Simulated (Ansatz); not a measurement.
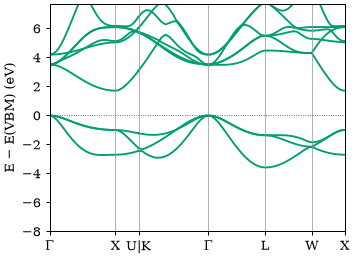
Band structure from the program Ansatz at the LDA level (PAW)

Question: Read off the gap and where the band edges lie.

Answer: About 1.7 eV (1.71 eV by a search for the band edges); maximum at Γ, minimum at X.

The material is CaSe (rock salt, Fm-3m).

The LDA relaxation kept the symmetry of its start; phonons on a q-mesh show no instability. Scalar-relativistic: spin–orbit coupling is off unless named, which matters more the heavier the elements.

Potentials: the later of the program's two PAW sets.
